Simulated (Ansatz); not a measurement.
FH5OSi2 (SMILES F[SiH2]O[SiH3])

```xyz
9

F    -0.5818   -0.5105    3.7625
O    -0.3576    1.3445    1.8694
Si   -1.0639   -0.0792    2.2759
Si    1.0407    2.1781    1.5208
H    -0.6347   -1.1564    1.3466
H    -2.5321    0.1136    2.3073
H     1.9927    1.2943    0.7839
H     0.6857    3.3472    0.6713
H     1.6786    2.6480    2.7827
```

Geometry: r2SCAN-D4/def2-SVP.

These are results of Ansatz, isolated molecule in a Gaussian basis; Kohn-Sham density functional theory, functional PBE0, not measurements.

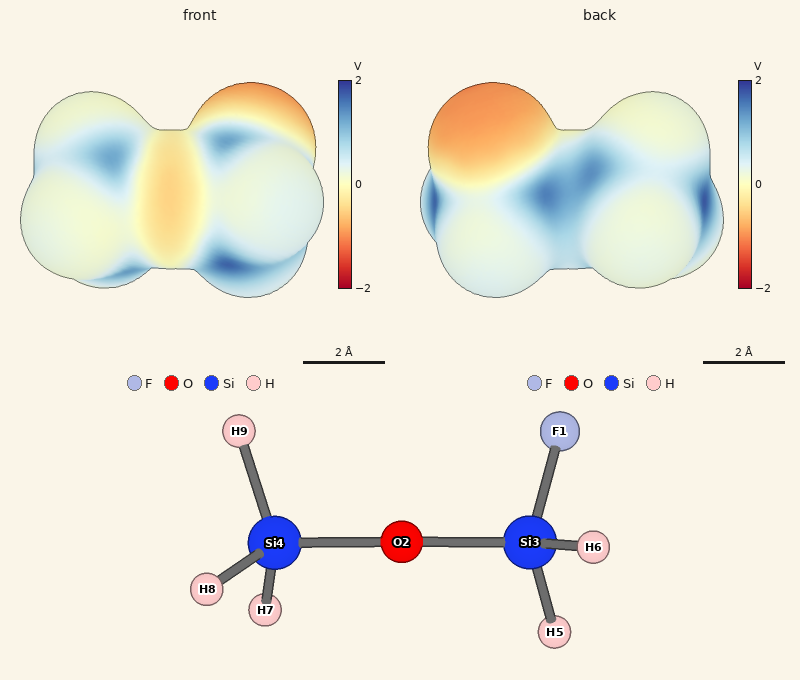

Figure 1. The molecular electrostatic potential painted on the density surface at 0.002 e/bohr³, seen from the front and from behind; red is negative and blue positive. The bare structure is drawn below in the same view.

> Describe the electrostatic potential map.

The most negative region (about −1.0 V) lies over F1, the most positive (about +1.6 V) over Si3 and Si4.

> What dipole moment does the calculation give?

Its dipole moment is 1.31 D.

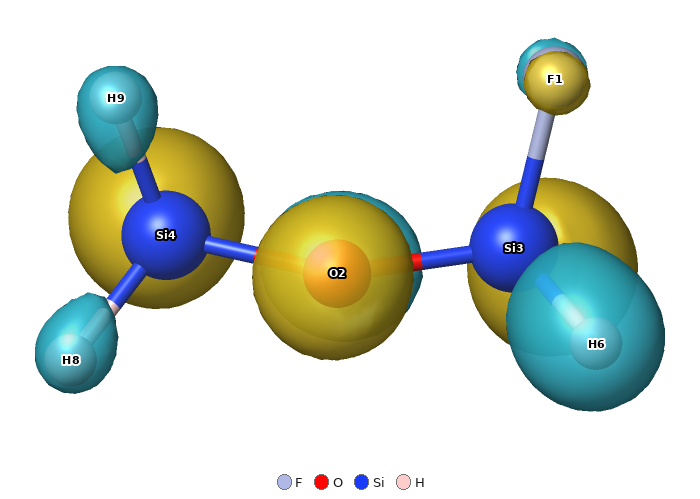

Figure 2. The HOMO at ±0.15 Å⁻³ᐟ² (yellow and cyan are the two phases), seen at a tilt.

> What is the character of this orbital?

It lies mainly on O2 (about 30 %), Si3 (about 15 %), H7 (about 15 %), Si4 (about 15 %), H5 (about 15 %) and H6 (about 10 %). Its energy is −9.02 eV.

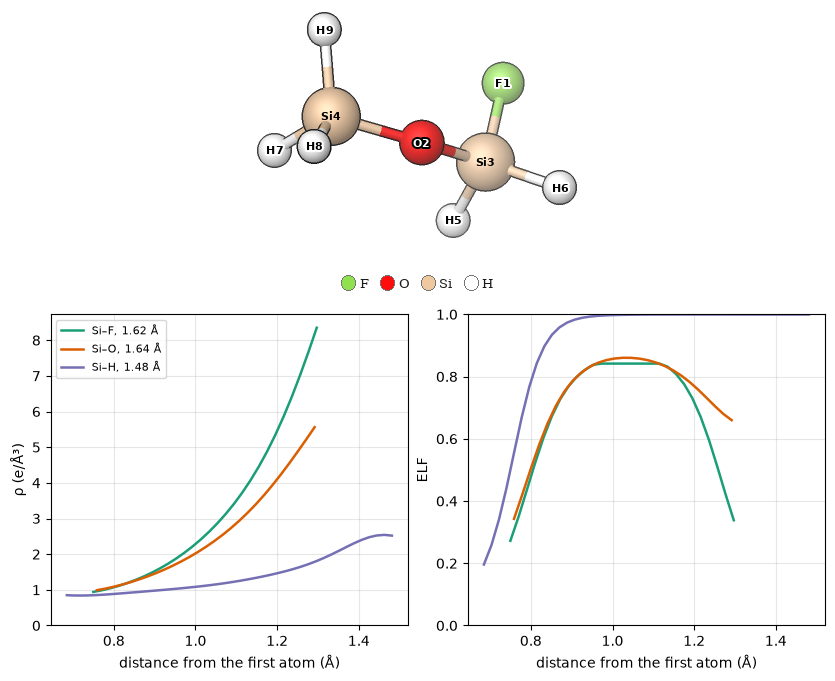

Figure 3. Electron density and ELF along straight lines between neighbouring atoms. The curves leave out the atomic cores. The structure is drawn too.

> What can be read from the curves?

Si–F (1.62 Å): ρ is about 1.1 e/Å³ halfway; the ELF peaks at about 0.85 in the valence shell of F, 0.6 Å from its nucleus, and is about 0.50 at the midpoint.
Si–O (1.64 Å): the density is about 1.1 e/Å³ at the midpoint; the ELF peaks at about 0.85 between the atoms, as expected for a shared but strongly polarised pair.
Si–H (1.48 Å): ρ at the midpoint is about 0.84 e/Å³; the ELF climbs to about 1 towards the hydrogen, as it does in any bond to H.

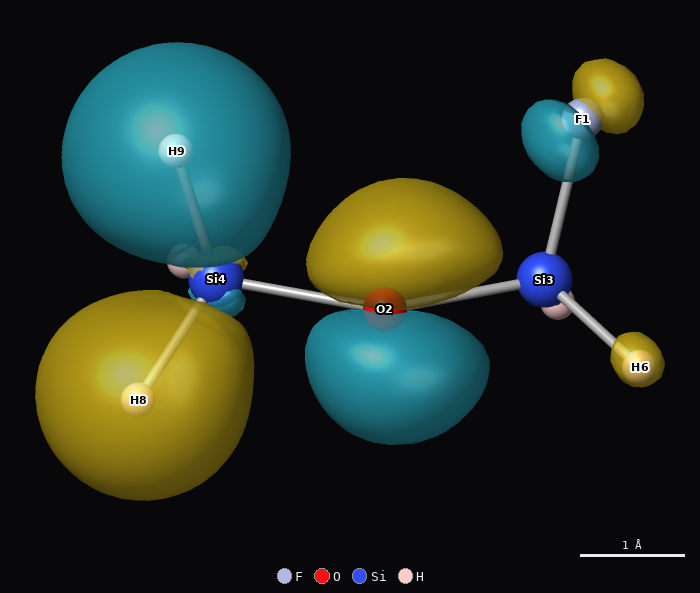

Figure 4. The HOMO−1 at ±0.1 Å⁻³ᐟ² (yellow and cyan are the two phases), seen at a tilt.

> Describe this orbital and give its energy.

It lies mainly on Si4 (about 25 %), O2 (about 25 %), H9 (about 20 %) and H8 (about 15 %). Its energy is −9.30 eV.
